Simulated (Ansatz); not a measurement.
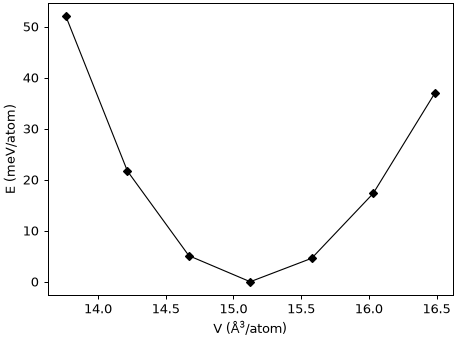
Figure. Ga$_{3}$Co in space group P4_2/mnm (No. 136; Ga on 4c, Ga on 8j, Co on 4g) under volume change, the program Ansatz at the PBEsol level (PAW), shape and atoms relaxed at each volume.

Q: What does a third-order Birch–Murnaghan fit give for V₀, B₀ and B′?

A: V₀ = 15.12 Å³/atom, B₀ = 114 GPa, B′ = 4.7.

The first step of the workflow began from a Materials Project structure, measured or hypothetical; the Crystallography Open Database files this formula in space group No. 136, but the cells were not matched. Whether it is the stable phase at ambient conditions was not checked. Symmetry was held in the PBEsol relaxation; its stability against distortions is not shown here. No spin polarisation was allowed.

Potentials: the later of the program's two PAW sets.
